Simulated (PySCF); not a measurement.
SMILES C[Si](C)(C)S[SiH2]N at its GFN2-xTB optimised geometry (Å):

```
20

Si     0.4496    -0.2898     1.8720
C     -0.2459     1.4830     1.9207
C      2.3494    -0.2868     1.8575
C     -0.2309    -1.2988     3.3376
S     -0.1135    -1.2470     0.0000
Si    -2.2708    -1.2470     0.0000
N     -2.9103    -1.9819    -1.4141
H     -1.3309     1.4817     1.9753
H      0.0388     2.0406     1.0333
H      0.1276     2.0236     2.7848
H      2.7449     0.1733     2.7576
H      2.7417    -1.2970     1.7970
H      2.7331     0.2626     1.0036
H     -1.3160    -1.2618     3.3744
H      0.1447    -0.9157     4.2813
H      0.0610    -2.3423     3.2645
H     -2.7330     0.1338     0.0000
H     -2.7331    -2.0406     1.1300
H     -2.7598    -1.5141    -2.2942
H     -2.7569    -2.9704    -1.5388
```

Calculation: PBE0/def2-SVP run with PySCF. Cells within 0.4 Å of a nucleus heavier than hydrogen are left out (blank, or x).

Map of the deformation density (molecule minus spherical neutral atoms) (e/bohr³) on the plane z = 0.0 Å:

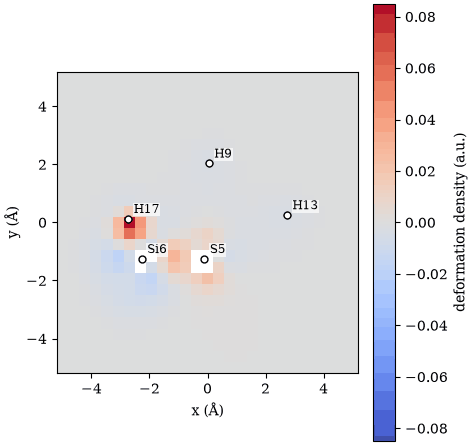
Figure: Deformation density (molecule minus spherical neutral atoms) (e/bohr³) on the plane z = 0.0 Å.
